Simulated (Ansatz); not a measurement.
# Moving the knobs of a GW run on Ba2CeSnO6 (Fm-3m)

A base run on Ba2CeSnO6 (Fm-3m), then changed inputs.

Method: G0W0 on PBE, plane waves, PAW; PAW set soft_1, in Ansatz 0.2.0.

In doubt: one-shot GW on d or f shells is unsure, so the values of those runs are not to be relied on.

## (1) Starting point

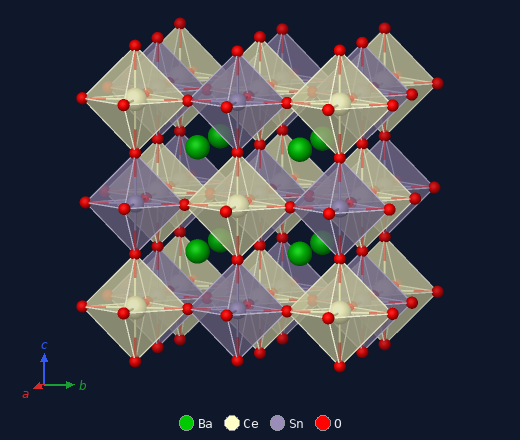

Start, viewed slightly off an axis; barium green, cerium light yellow, tin purple, oxygen red. This picture shows the conventional cell, with its axes. Some periodic images of atoms are drawn too.

The cell and positions are those that the Materials Project relaxed with its own functionals (PBE, PBE+U or r2SCAN), kept fixed. Spin-orbit coupling is left out unless a step names it.

## (2) The base run: 2×2×2 mesh, 413 empty bands, screening to 108 eV, PAW set soft_1 files

Now the one-shot GW correction: screening in the RPA, then the self-energy of the levels asked for. This step takes PAW set soft_1 files.

Contents of input.yaml:

```yaml
crystal:
  lattice:
    - [0.0, 4.32948904, 4.32948904]
    - [4.32948904, 0.0, 4.32948904]
    - [4.32948904, 4.32948904, 0.0]
  atoms:
    - { symbol: Ba, position: [0.25, 0.25, 0.25] }
    - { symbol: Ba, position: [0.75, 0.75, 0.75] }
    - { symbol: Ce, position: [0.0, 0.0, 0.0] }
    - { symbol: Sn, position: [0.5, 0.5, 0.5] }
    - { symbol: O, position: [0.74212518, 0.25787482, 0.25787482] }
    - { symbol: O, position: [0.25787482, 0.74212518, 0.74212518] }
    - { symbol: O, position: [0.25787482, 0.74212518, 0.25787482] }
    - { symbol: O, position: [0.74212518, 0.25787482, 0.74212518] }
    - { symbol: O, position: [0.25787482, 0.25787482, 0.74212518] }
    - { symbol: O, position: [0.74212518, 0.74212518, 0.25787482] }
kpoints:
  mp_grid: { grid: [2, 2, 2] }
hamiltonian:
  xc: pbe
  pseudopotentials: { kind: paw, azcp: { folder: soft_1 } }
scf:
  occupations: { method: fixed }
gw:
  n_empty_bands: 413
  ecut_chi: 108
  qp_bands: [v3, c3]
  qp_kpoints: band_edges
  screening: { model: contour_deformation }
```

The run is started by

```sh
$ ansatz run input.yaml --threads 2 --pin off --max-ram 92160MiB --backend cuda --events-out ev --progress --plain --runs-dir out --devices 1 --max-vram 13GiB
```

Numbers of over 12 decimals in the logs are rounded to 6 here.

The log of the run:

```text
GPUs: using 1 of 1 available (devices: 1).
Engine: ansatz 0.2.0, x86_64-unknown-linux-gnu
Pseudopotentials: kind: paw
Pseudopotential: Ba, paw, valence charge 10, recommended cutoff 420 eV (normal), soft_1/Ba.paw.azcp
Pseudopotential: Ce, paw, valence charge 12, recommended cutoff 420 eV (normal), soft_1/Ce.paw.azcp
Pseudopotential: Sn, paw, valence charge 14, recommended cutoff 420 eV (normal), soft_1/Sn.paw.azcp
Pseudopotential: O, paw, valence charge 6, recommended cutoff 420 eV (normal), soft_1/O.paw.azcp
Functional definition: PBE
  parameter kappa = 0.804
  parameter beta = 0.066725
  exchange = pbe_x(kappa = kappa, mu = beta*pi^2/3)
  correlation = pbe_c(beta = beta)
device memory: the entry about to start is reckoned to put 2.5 GiB on a device that reports 42.0 GiB free (of which the cap on the GPU budget leaves the run 13.0 GiB)
GPU FFT provider: cuFFT
GPU libraries: cuBLAS 13.8.2, cuFFT 12.4.0, cuSOLVER 12.3.4
Crystal: 10 atoms, lattice volume = 162.308 Å³
Basis set: ecut = 420 eV, 3143 PW (Γ)
Bands: 51, of which v1, the nominal top of the filled ones, is band 41 counted from 1 (40 counted from 0)
Symmetry: 48 space group operations
Space group: Fm-3m (ITA 225), of the structure as read, at distance tolerance 5.5e-5 Å
k-points: 3 of 8
Non-local potential: Ba, projectors of the file, l = 0: 3, l = 1: 2, l = 2: 2, l = 3: 2
Non-local potential: Ce, projectors of the file, l = 0: 3, l = 1: 2, l = 2: 2, l = 3: 3
Non-local potential: Sn, projectors of the file, l = 0: 2, l = 1: 2, l = 2: 2, l = 3: 1
Non-local potential: O, projectors of the file, l = 0: 2, l = 1: 2, l = 2: 1
PAW form: soft (Blöchl's): semilocal exchange-correlation on the pseudo side does not see the compensation charge
PAW one-centre angular grid: Ba, 194 points (default); XC on 64 Gauss nodes
PAW one-centre angular grid: Ce, 590 points (default); XC on 64 Gauss nodes
PAW one-centre angular grid: Sn, 590 points (default); XC on 64 Gauss nodes
PAW one-centre angular grid: O, 110 points (default); XC on 64 Gauss nodes
Initial density: superposition of atomic densities (chi_scale 0.1, normalization cell, long waves kept (reshape's long-wave potential 0.01 eV rms))
Initial wavefunctions: pseudopotential atomic-orbital guess
GPU buffer pool allocated for 91125 grid points (all kernels)
GPU transforms: local potential and band sums: pruned to the plane-wave sphere, on 45×45×45
Functional: x = pbe(κ = 0.804, μ = 0.219515), c = pbe(β = 0.066725)
SCF iter   1: F=—  HF=-27920.142275 eV  |F-HF|=—  |Δ(HF+E_count)|=         —  Δρ=1.18e-1  dr2=4.62e1  ethr=3.10e-3  ⟨swp⟩=4.0  Hψ=551  notcnv=0  defer=13
preconditioner: auto → Resta (q_TF=auto, 2.435 Å⁻¹)  ε∞=6.3  [insulator: Δε(μ)=0.412 eV  Ē_g=11.062 eV  n_scr=50 (ndim 8)  ℏωp=25.4 eV  f_vac=0.000  ε∞_Penn≈6.3]
[...]
E sigma→0 (E₀):  -27916.083818 eV
Fermi energy:    8.933514 eV
--- Per-component energies (eV) ---
  E_band       = -97.480692
  E_kinetic    = 1739.522347
  E_local      = -4201.781358  (includes V_loc(G=0)·N_el)
  E_nonlocal   = 743.234125
  E_hartree    = 1718.250641
  E_xc         = -1102.712881
  E_vxc        = -1062.412265  (∫ρ·V_xc dr)
  E_paw        = -21312.535922  (= ΣΔE_a)
  E_vpaw       = -752.550819  (= ΣTr[D̂ρ^β])
  E_aug_tail   = 0.004914  (compensation charges beyond the density's cutoff)
  E_ewald      = -5500.065685
  E_smearing   = -0.000000  (= −TS)
  E_closure    = -0.000000  (closes the sum)
  Σ components = -27916.083818   (vs F -27916.083818, Δ=0.00e0)
--- Band table (eV) ---
  k-point 0: bands = [... 37 lower, 8.1957, 8.9335, 8.9335, 8.9335, 11.1706, 11.4735, 11.4735, 11.4735, ... 6 higher]
  k-point 1: bands = [... 37 lower, 8.3684, 8.4179, 8.7712, 8.7712, 11.1683, 11.4314, 11.4314, 11.4381, ... 6 higher]
  k-point 2: bands = [... 37 lower, 8.2067, 8.3470, 8.3470, 8.8905, 11.1696, 11.4234, 11.4234, 11.4674, ... 6 higher]
--- G₀W₀: contour deformation, 6 samples at zero and on the imaginary axis and 1 off it, 8 q-points, 413 empty bands' worth ---
  eigenvalues of the whole cell's RPA ε∞ on this k-mesh (on a slab, of 1 + 4πα/V) = 4.9143, 4.9143, 4.9143; static W/v taken at q = 0 is 0.203486
  gw.qp_kpoints: band_edges: 3 of 3 stored k-points solved, in 1 pass; an edge of the gap read off the rows below is read off those points alone
  `?` marks the rows in doubt; gw_qp.tsv's column doubts and the gw_qp event give each row's grounds
    ik  band        ε_KS         Σx   Σc(E_QP)       V_xc       Z   E_QP_lin       E_QP  E_QP is
     0    39      8.9335   -25.5914     4.8906   -20.2879  0.7214     8.5171     8.5207  root
     0    40      8.9335   -25.5914     4.8906   -20.2879  0.7214     8.5171     8.5207  root
     0    41      8.9335   -25.5914     4.8906   -20.2879  0.7214     8.5171     8.5207  root
     0    42     11.1706   -22.5320   -12.8153   -37.4500  0.5786    13.7009    13.2733  root ?
     0    43     11.4735   -23.5130   -12.0576   -37.6442  0.5801    13.9641    13.5471  root ?
     0    44     11.4735   -23.5130   -12.0576   -37.6442  0.5801    13.9641    13.5471  root ?
     1    39      8.4179   -25.0049     4.9802   -19.5433  0.7161     7.9309     7.9365  root
     1    40      8.7712   -26.4932     3.9813   -22.3276  0.7303     8.5863     8.5869  root
     1    41      8.7712   -26.4932     3.9813   -22.3276  0.7303     8.5863     8.5869  root
     1    42     11.1683   -22.4726   -12.7715   -37.3455  0.5794    13.6934    13.2697  root ?
     1    43     11.4314   -23.4180   -12.1328   -37.6503  0.5817    13.9453    13.5309  root ?
     1    44     11.4314   -23.4180   -12.1328   -37.6503  0.5817    13.9453    13.5309  root ?
     2    39      8.3470   -25.3253     4.4361   -20.5311  0.7204     7.9860     7.9889  root
     2    40      8.3470   -25.3253     4.4361   -20.5311  0.7204     7.9860     7.9889  root
     2    41      8.8905   -25.4277     4.8594   -20.1456  0.7216     8.4639     8.4677  root
     2    42     11.1696   -22.4764   -12.7724   -37.3496  0.5793    13.6943    13.2704  root ?
     2    43     11.4234   -23.4422   -12.0239   -37.5706  0.5835    13.9368    13.5280  root ?
     2    44     11.4234   -23.4422   -12.0239   -37.5706  0.5835    13.9368    13.5280  root ?
[key lines of the parts left out:]
SCF converged after 12 iterations
Free energy (F): -27916.083818 eV
```

Wall time 13 s (1 × NVIDIA H100 80GB HBM3 (shared by 6 runs) with 2 threads of AMD EPYC 7R13 (Zen 3), shared host); peak memory 1.3 GiB.

This step gave:

```
bands summed                                 : 454
RPA ε∞ on this mesh (eigenvalues)            : 4.914, 4.914, 4.914
plane waves in the screening matrix          : 411
q-points in the mesh                         : 8
G0W0 gap on the mesh                         : 4.683 eV
k of the valence top                         : 0, 0, -0.5
k of the conduction bottom                   : 0, 0, -0.5
starting gap on the mesh                     : 2.235 eV
Z at the valence top                         : 0.7303
Z at the conduction bottom                   : 0.5794
least direct G0W0 gap on the computed points : 4.683 eV
```

The gap on the mesh goes from 2.23 eV to 4.68 eV, a correction of +2.45 eV, though a band edge has moved to another state. The program marks an edge row as in doubt.

## (3) Variant: no symmetry

input.yaml: that of step 2 with these lines changed.

```diff
@@ -16,2 +16,3 @@
     - { symbol: O, position: [0.74212518, 0.74212518, 0.25787482] }
+  symmetry: { detect: false }
 kpoints:
@@ -24,4 +25,4 @@
 gw:
-  n_empty_bands: 413
-  ecut_chi: 108
+  n_empty_bands: 171
+  ecut_chi: 60
   qp_bands: [v3, c3]
```

The log of the run:

```text
GPUs: using 1 of 1 available (devices: 1).
[...]
GPU FFT provider: cuFFT
GPU libraries: cuBLAS 13.8.2, cuFFT 12.4.0, cuSOLVER 12.3.4
Crystal: 10 atoms, lattice volume = 162.308 Å³
Basis set: ecut = 420 eV, 3143 PW (Γ)
Bands: 51, of which v1, the nominal top of the filled ones, is band 41 counted from 1 (40 counted from 0)
Symmetry: 1 space group operations
k-points: 8
[...]
GPU buffer pool allocated for 91125 grid points (all kernels)
[...]
SCF iter   1: F=—  HF=-27920.142453 eV  |F-HF|=—  |Δ(HF+E_count)|=         —  Δρ=1.18e-1  dr2=4.62e1  ethr=3.10e-3  ⟨swp⟩=4.0  Hψ=1466  notcnv=0  defer=40
[...]
SCF iter  13: F=-27916.083818 eV  HF=-27916.083818 eV  |F-HF|=5.17e-8  |Δ(HF+E_count)|=   2.02e-8  Δρ=5.35e-6  dr2=5.58e-8  ethr=1.22e-10  ⟨swp⟩=11.6  Hψ=1683  notcnv=0
SCF 1 converged in 13 iterations: F = -27916.083818 eV  dr2 = 5.58e-8
[...]
NSCF: frozen V_eff on 8 k-points
[...]
G₀W₀ screening: q 1/8
[... further progress lines ...]
[...]
SCF converged after 13 iterations
Free energy (F): -27916.083818 eV
[...]
Internal energy: -27916.083818 eV  (E = F + TS)
E sigma→0 (E₀):  -27916.083818 eV
Fermi energy:    8.933479 eV
[...]
--- Band table (eV; the first three rows and the last of 8) ---
  k-point 0: bands = [... 37 lower, 8.1957, 8.9335, 8.9335, 8.9335, 11.1706, 11.4735, 11.4735, 11.4735, ... 6 higher]
  k-point 1: bands = [... 37 lower, 8.3684, 8.4179, 8.7711, 8.7712, 11.1683, 11.4314, 11.4314, 11.4381, ... 6 higher]
[...]
0    43     11.4735   -23.5130   -11.5193   -37.6442  0.5928    14.5574    14.0854  root ?
     0    44     11.4735   -23.5130   -11.5193   -37.6442  0.5928    14.5574    14.0854  root ?
     1    39      8.4179   -25.0050     5.1810   -19.5433  0.7218     8.1354     8.1373  root
     1    40      8.7711   -26.4933     4.2710   -22.3276  0.7371     8.8762     8.8765  root
     1    41      8.7711   -26.4933     4.2710   -22.3276  0.7371     8.8762     8.8765  root
     1    42     11.1683   -22.4726   -12.2501   -37.3455  0.5912    14.2818    13.7911  root ?
     1    43     11.4314   -23.4180   -11.6007   -37.6503  0.5943    14.5409    14.0630  root ?
     1    44     11.4314   -23.4180   -11.6007   -37.6503  0.5943    14.5409    14.0630  root ?
     2    39      8.4179   -25.0050     5.1810   -19.5433  0.7218     8.1354     8.1373  root
     2    40      8.7711   -26.4933     4.2710   -22.3276  0.7371     8.8762     8.8765  root
[...]
2    42     11.1683   -22.4726   -12.2501   -37.3455  0.5912    14.2818    13.7911  root ?
     2    43     11.4314   -23.4180   -11.6007   -37.6503  0.5943    14.5409    14.0630  root ?
[...]
6    41      8.8904   -25.4278     5.0729   -20.1456  0.7276     8.6803     8.6812  root
[...]
6    44     11.4234   -23.4422   -11.4963   -37.5706  0.5961    14.5315    14.0555  root ?
     7    39      8.4179   -25.0050     5.1810   -19.5433  0.7218     8.1354     8.1373  root
     7    40      8.7711   -26.4933     4.2710   -22.3276  0.7371     8.8762     8.8765  root
     7    41      8.7711   -26.4933     4.2710   -22.3276  0.7371     8.8762     8.8765  root
     7    42     11.1683   -22.4726   -12.2501   -37.3455  0.5912    14.2818    13.7911  root ?
     7    43     11.4314   -23.4180   -11.6007   -37.6503  0.5943    14.5409    14.0630  root ?
     7    44     11.4314   -23.4180   -11.6007   -37.6503  0.5943    14.5409    14.0630  root ?
```

It took 11 s on 1 × NVIDIA H100 80GB HBM3 (shared by 6 runs) with 2 threads; peak memory 1.2 GiB; 15 s of CPU time.

The G0W0 gap on the mesh is 4.915 eV.

Against the base:

| setting | base | variant |
| --- | --- | --- |
| empty bands | 413 | 171 |
| screening cutoff (eV) | 108 | 60 |
| symmetry detection | - | false |

| quantity | variant | base |
| --- | --- | --- |
| starting gap on the mesh | 2.235 | 2.235 |
| G0W0 gap on the mesh | 4.915 | 4.683 |
| least direct G0W0 gap on the computed points | 4.915 | 4.683 |
| Z at the valence top | 0.737 | 0.730 |
| Z at the conduction bottom | 0.591 | 0.579 |

## (4) Variant: wider window of levels

input.yaml: that of step 3 with these lines changed.

```diff
@@ -16,3 +16,2 @@
     - { symbol: O, position: [0.74212518, 0.74212518, 0.25787482] }
-  symmetry: { detect: false }
 kpoints:
@@ -25,6 +24,6 @@
 gw:
-  n_empty_bands: 171
-  ecut_chi: 60
-  qp_bands: [v3, c3]
-  qp_kpoints: band_edges
+  n_empty_bands: 368
+  ecut_chi: 100
+  qp_bands: [v6, c6]
+  qp_kpoints: [[0, 0, 0]]
   screening: { model: contour_deformation }
```

The log of the run:

```text
GPUs: using 1 of 1 available (devices: 1).
[...]
GPU FFT provider: cuFFT
GPU libraries: cuBLAS 13.8.2, cuFFT 12.4.0, cuSOLVER 12.3.4
Crystal: 10 atoms, lattice volume = 162.308 Å³
Basis set: ecut = 420 eV, 3143 PW (Γ)
Bands: 51, of which v1, the nominal top of the filled ones, is band 41 counted from 1 (40 counted from 0)
[... 1 set-up line as in the run before ...]
[...]
k-points: 3 of 8
[...]
GPU buffer pool allocated for 91125 grid points (all kernels)
[...]
SCF iter   1: F=—  HF=-27920.142275 eV  |F-HF|=—  |Δ(HF+E_count)|=         —  Δρ=1.18e-1  dr2=4.62e1  ethr=3.10e-3  ⟨swp⟩=4.0  Hψ=551  notcnv=0  defer=13
[...]
SCF iter  12: F=-27916.083818 eV  HF=-27916.083818 eV  |F-HF|=5.51e-8  |Δ(HF+E_count)|=   1.55e-7  Δρ=5.08e-6  dr2=5.46e-8  ethr=1.22e-10  ⟨swp⟩=10.7  Hψ=701  notcnv=0
SCF 1 converged in 12 iterations: F = -27916.083818 eV  dr2 = 5.46e-8
[...]
G₀W₀ screening: q 1/3
[... further progress lines ...]
[...]
SCF converged after 12 iterations
Free energy (F): -27916.083818 eV
[...]
Internal energy: -27916.083818 eV  (E = F + TS)
E sigma→0 (E₀):  -27916.083818 eV
Fermi energy:    8.933514 eV
[...]
--- Band table (eV) ---
  k-point 0: bands = [... 37 lower, 8.1957, 8.9335, 8.9335, 8.9335, 11.1706, 11.4735, 11.4735, 11.4735, ... 6 higher]
  k-point 1: bands = [... 37 lower, 8.3684, 8.4179, 8.7712, 8.7712, 11.1683, 11.4314, 11.4314, 11.4381, ... 6 higher]
  k-point 2: bands = [... 37 lower, 8.2067, 8.3470, 8.3470, 8.8905, 11.1696, 11.4234, 11.4234, 11.4674, ... 6 higher]
[...]
0    36      8.1957   -25.6867     4.3151   -21.1752  0.7114     7.9985     7.9994  root
     0    37      8.1957   -25.6867     4.3151   -21.1752  0.7114     7.9985     7.9994  root
     0    38      8.1957   -25.6867     4.3151   -21.1752  0.7114     7.9985     7.9994  root
     0    39      8.9335   -25.5914     4.9274   -20.2879  0.7222     8.5545     8.5575  root
     0    40      8.9335   -25.5914     4.9274   -20.2879  0.7222     8.5545     8.5575  root
     0    41      8.9335   -25.5914     4.9274   -20.2879  0.7222     8.5545     8.5575  root
     0    42     11.1706   -22.5320   -12.7821   -37.4500  0.5801    13.7701    13.3066  root ?
     0    43     11.4735   -23.5130   -12.0235   -37.6442  0.5816    14.0341    13.5812  root ?
     0    44     11.4735   -23.5130   -12.0235   -37.6442  0.5816    14.0341    13.5812  root ?
     0    45     11.4735   -23.5130   -12.0235   -37.6442  0.5816    14.0341    13.5812  root ?
     0    46     11.8650   -24.0070   -10.6557   -36.7332  0.5917    14.2789    13.9356  root ?
     0    47     11.8650   -24.0070   -10.6557   -36.7332  0.5917    14.2789    13.9356  root ?
```

It took 7.7 s on 1 × NVIDIA H100 80GB HBM3 (shared by 6 runs) with 2 threads; peak memory 1.2 GiB.

Absolute levels on the run's own zero. QP, by row:

| k index | band | KS (eV) | Sigma_x (eV) | Sigma_c (eV) | Vxc (eV) | Z | QP linearised (eV) | QP (eV) | source | doubts |
| --- | --- | --- | --- | --- | --- | --- | --- | --- | --- | --- |
| 0 | 36 | 8.196 | -25.69 | 4.315 | -21.18 | 0.7114 | 7.998 | 7.999 | root |  |
| 0 | 37 | 8.196 | -25.69 | 4.315 | -21.18 | 0.7114 | 7.998 | 7.999 | root |  |
| 0 | 38 | 8.196 | -25.69 | 4.315 | -21.18 | 0.7114 | 7.998 | 7.999 | root |  |
| 0 | 39 | 8.934 | -25.59 | 4.927 | -20.29 | 0.7222 | 8.555 | 8.557 | root |  |
| 0 | 40 | 8.934 | -25.59 | 4.927 | -20.29 | 0.7222 | 8.555 | 8.557 | root |  |
| 0 | 41 | 8.934 | -25.59 | 4.927 | -20.29 | 0.7222 | 8.555 | 8.557 | root |  |
| 0 | 42 | 11.17 | -22.53 | -12.78 | -37.45 | 0.5801 | 13.77 | 13.31 | root | z_under_floor,energies_apart |
| 0 | 43 | 11.47 | -23.51 | -12.02 | -37.64 | 0.5816 | 14.03 | 13.58 | root | z_under_floor,energies_apart |
| 0 | 44 | 11.47 | -23.51 | -12.02 | -37.64 | 0.5816 | 14.03 | 13.58 | root | z_under_floor,energies_apart |
| 0 | 45 | 11.47 | -23.51 | -12.02 | -37.64 | 0.5816 | 14.03 | 13.58 | root | z_under_floor,energies_apart |
| 0 | 46 | 11.87 | -24.01 | -10.66 | -36.73 | 0.5917 | 14.28 | 13.94 | root | z_under_floor,energies_apart |
| 0 | 47 | 11.87 | -24.01 | -10.66 | -36.73 | 0.5917 | 14.28 | 13.94 | root | z_under_floor,energies_apart |

Against the base:

| setting | base | variant |
| --- | --- | --- |
| empty bands | 413 | 368 |
| screening cutoff (eV) | 108 | 100 |
| levels asked | v3 to c3 | v6 to c6 |
| points asked | band edges | [[0, 0, 0]] |

## (5) Outcome

```
base                   : 4.68 eV, 13 s
no symmetry            : 4.91 eV, 11 s
wider window of levels : direct gap at the listed points 4.75 eV, 7.7 s
```

What this shows: No symmetry: the gap moves by +0.23 eV. The variant differs from the base in empty bands, screening cutoff and symmetry detection together, so the change can't be laid to one of them. Symmetry itself changes the cost, not the physics. Wider window of levels: only the listed points were computed; the least direct gap there is 4.75 eV, with empty bands, screening cutoff, levels asked and points asked changed against the base. All runs here use a coarse mesh and modest cutoffs; they test settings and are not final values. The 2×2×2 mesh is coarse for this cell (its supercell is 12 Å along the shortest edge). The RPA ε∞ on it, from the PBE start, is 4.91; such meshes misread the long-range screening, most where the gap is narrow. Empty 4f levels lie among the conduction bands. Their place in the start is unsure; it enters the screening, and the edge itself where they lie low. The runs have no spin polarisation. For a closed low-spin shell that is the natural state; where a d or f shell is open it is a constraint, and the gap is then not the crystal's own. The compound holds f electrons or empty f levels, where one-shot G0W0 is unsure. The many-body steps are scalar-relativistic: spin-orbit coupling is not in them. The program marks a band-edge row as in doubt, so the gap is less sure than its digits.

[Paths, hosts, dates, memory and timing lines, banners, echoed tables and standing remarks are left out of the program output.]

[Logs are printed without paths, hosts, clocks, repeated set-up lines and the standing remarks that a program may print on its own settings, such as how far it seeks lower states.]

[Runs of the session that timed out or met a known fault of the program may be left out.]

[Cells called generated may have been cut or substituted from an entry of the Crystallography Open Database or the Materials Project.]

[Hosts, paths, dates, database ids (printed as entryN), source tags and the programs' standing remarks are cut or masked in the printed files.]
